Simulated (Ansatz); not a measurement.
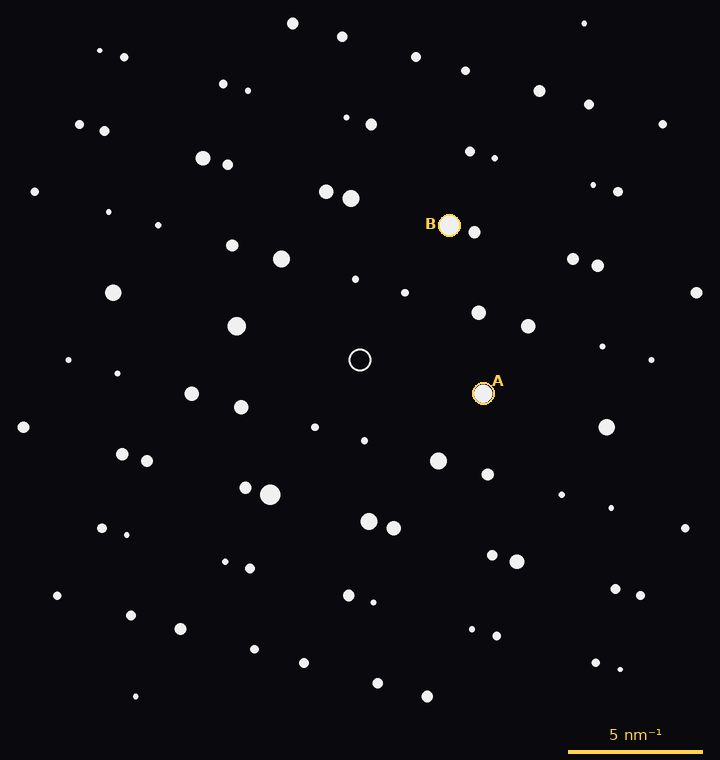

Simulated selected-area electron diffraction pattern (200 kV, kinematic approximation, thin crystal, B = 0.3 Å² for all atoms). Two individuals of a reflection twin are superposed (a geometric construction: whether this twin forms is not tested; the second individual is smaller and so fainter). Crystal: MnCl3, space group Pm-3m (No. 221), a = 4.663 Å, zone axis [221]. Structure: the input geometry of an electronic-structure calculation (not necessarily at equilibrium); the starting structure was generated, so it need not be a known form of this composition.

```
Mn Cl
1.0
     4.66288    0.00000    0.00000
     0.00000    4.66288    0.00000
     0.00000    0.00000    4.66288
Mn Cl
1 3
Direct
  0.00000 0.00000 0.00000
  0.50000 0.00000 0.00000
  0.00000 0.00000 0.50000
  0.00000 0.50000 0.00000
```

In the first individual spot A is 0 -1 2 and spot B is 2 -2 0.

Q: Find the twin plane.

A: (01-2). The spot positions of the combined pattern are mirror-symmetric about the row through 0 1 -2 (d = 2.085 Å), which both individuals share, while a single individual has only symmetry 2mm without that mirror line. Friedel's law adds the mirror line at right angles, so a twin on (5-4-2) would give the same picture; the more widely spaced plane was used.

Q: Which other reflections coincide?

A: Within the frame only the reflections of the common row coincide.
